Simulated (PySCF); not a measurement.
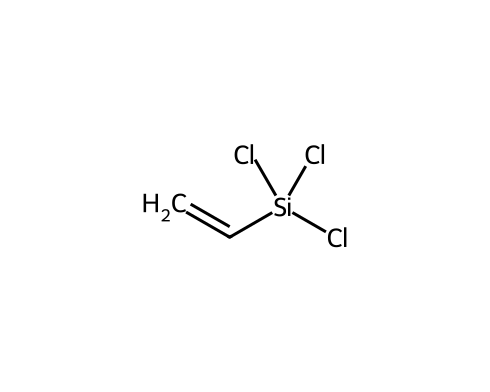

The geometry was computed by an optimisation with GFN2-xTB. No frequency run is at hand to confirm it as a minimum. Method: B3LYP/def2-SVPD, gas phase (PySCF 2.14.0). Excitations: vertical, linear response.

Predict the main results.

The species is C₂H₃Cl₃Si (`C=C[Si](Cl)(Cl)Cl`).
- dipole moment: 1.92 D
- HOMO energy (Kohn–Sham orbital): −8.35 eV
- LUMO energy (Kohn–Sham orbital): −1.30 eV
- HOMO–LUMO gap: 7.05 eV
- mean static polarisability: 88.2 bohr³
- lowest vertical singlet excitation: 6.58 eV
- its oscillator strength: 0.006
- brightest of the 8 lowest singlets: 6.95 eV
- its oscillator strength: 0.28

The geometry is semi-empirical. Around Si such bond lengths and angles can be off by a tenth of an ångström or more and by several degrees, and values that hang on the shape move with them.
